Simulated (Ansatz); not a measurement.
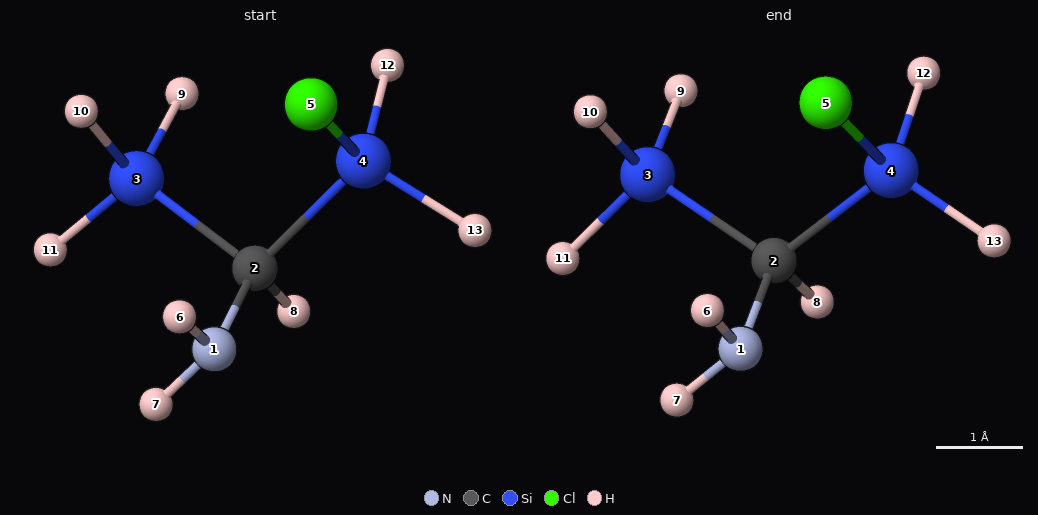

The structure of CH8ClNSi2 (coarse preliminary run) before (left) and after (right) a relaxation, at one scale.

Style: ball-and-stick. Shown at a tilt.

The start comes from a force field.

Computed with Ansatz 0.2.0, RKS PBE-D4/def2-SVP.

Input
```yaml
crystal:
  periodic: [false, false, false]
  atoms:
    - {symbol: N, position_ang: [-1.051000, 0.741200, -1.114400]}
    - {symbol: C, position_ang: [-0.646800, 0.108500, 0.110500]}
    - {symbol: Si, position_ang: [0.128800, -1.545600, -0.210600]}
    - {symbol: Si, position_ang: [0.700600, 1.112700, 1.063700]}
    - {symbol: Cl, position_ang: [2.111400, 1.784900, -0.194900]}
    - {symbol: H, position_ang: [-0.318900, 0.958700, -1.771800]}
    - {symbol: H, position_ang: [-1.744100, 0.203300, -1.623300]}
    - {symbol: H, position_ang: [-1.481600, -0.019700, 0.743500]}
    - {symbol: H, position_ang: [0.538100, -2.205300, 1.115000]}
    - {symbol: H, position_ang: [1.352900, -1.420600, -1.054300]}
    - {symbol: H, position_ang: [-0.818100, -2.422700, -0.884400]}
    - {symbol: H, position_ang: [1.293600, 0.336000, 2.176200]}
    - {symbol: H, position_ang: [-0.044600, 2.333900, 1.659600]}
basis:
  gaussian: {orbitals: def2-SVP}
hamiltonian: {xc: pbe, dispersion: d4}
relax: {f_tol: 0.03, max_steps: 200}
```

Run as
```bash
ansatz run in.yaml --threads 4 --pin off --events-out ev --progress --plain --max-ram 10444MiB
```

> Describe what moved and what it gained.

The energy falls by 0.415 eV in 7 accepted moves (8 points after the start). The largest force component goes from 2.6 to 0.024 eV/Å. The line search rejected the trial step at point 7 of the run. H9 moves most after the best rigid fit: 0.25 Å. By element the largest moves are H 0.25 Å, Si 0.15 Å, C 0.09 Å, N 0.09 Å, Cl 0.05 Å. Some distances before and after: Si4–Cl5 2.007 → 2.095 Å, C2–Si3 1.855 → 1.917 Å, C2–H8 1.055 → 1.117 Å, Si3–H11 1.456 → 1.508 Å. Among the angles between lasting bonds that change: Si3–C2–Si4 104.9° → 114.5°, C2–N1–H6 116.5° → 109.7°, C2–Si4–H13 105.3° → 111.9°.
